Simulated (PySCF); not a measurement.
# C3H8BNSi: the cost of one run

The runs use PySCF 2.14.0, with density-fitted response routines of our own; the level of theory stands in each step. All values are computed, except where a source is named. Atoms count from 0, in the outputs and in this text.

## Step 1: Starting geometry

14 atoms, charge 0, multiplicity 1; geometry from: PBE0-D3(BJ)/def2-SVP.

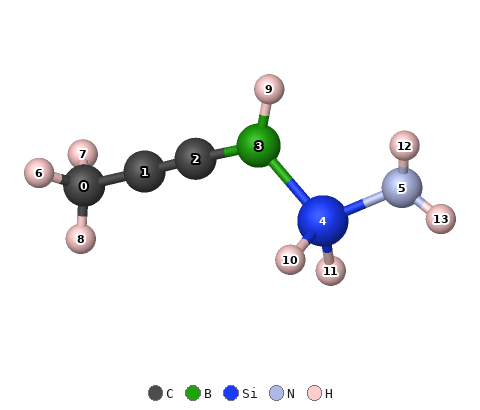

The starting geometry (carbon dark grey, boron green, silicon blue, nitrogen light blue, hydrogen pink), atoms numbered.

## Step 2: NMR shieldings: PBE0/6-31G*

The job: settings as JSON, then the geometry in Å.

```
{"job": {"kind": "nmr", "xc": "PBE0", "basis": "6-31G*", "pop": true}, "charge": 0, "multiplicity": 1}
C     -3.556801     0.373356    -0.165194
C     -2.131768     0.621608    -0.215000
C     -0.927824     0.847244    -0.263416
B      0.551210     1.073737    -0.309504
Si     1.841190    -0.362445     0.270801
N      3.403436    -0.064510    -0.435406
H     -4.046247     1.084754     0.519362
H     -4.004932     0.523564    -1.160702
H     -3.791892    -0.648867     0.169696
H      0.969158     2.160567    -0.648679
H      1.800726    -0.368937     1.783868
H      1.411038    -1.738371    -0.136802
H      3.750168     0.888457    -0.441371
H      4.163477    -0.714781    -0.268399
```

Level: GIAO PBE0/6-31G* NMR shielding, non-relativistic, gas phase.

Run with:

```
OMP_NUM_THREADS=1 python probes_run.py task.json out
```

The driver reads the jobs from task.json and runs them one after another.

**Question.** How long does this first job take on 1 thread of Arm Neoverse V1, shared host, and how much memory does it need?

About 12 s, with a peak of 0.55 GiB.
